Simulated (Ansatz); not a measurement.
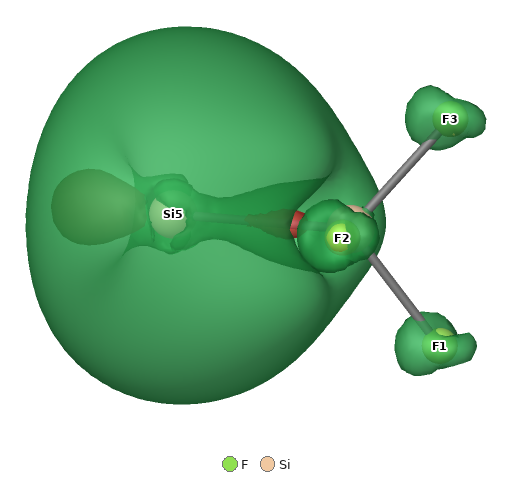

*F$_{3}$Si$_{2}$ (SMILES F[Si-](F)(F)=[Si]) (charge −1, triplet). Isosurfaces of the spin density (α minus β) at +0.015 (green) and −0.015 e/Å³ (red), seen at a tilt.*

Geometry: PBE0-D3(BJ)/def2-SVPD.

Level of theory: isolated molecule in a Gaussian basis; Kohn-Sham density functional theory, functional PBE0 in Ansatz 0.2.0.

```xyz
5

F    -1.9766   -1.8410    1.0072
F     0.3145   -0.7605    1.1136
F    -0.2572   -2.3353   -0.7893
Si   -0.9078   -1.0354    0.0194
Si   -1.6943    0.7547   -1.2259
```

Where is the unpaired spin?

Answer. The unpaired spin (2 electrons) lies mostly on Si5 (about 1.6) and Si4 (about 0.3), in electrons by Hirshfeld's partition.
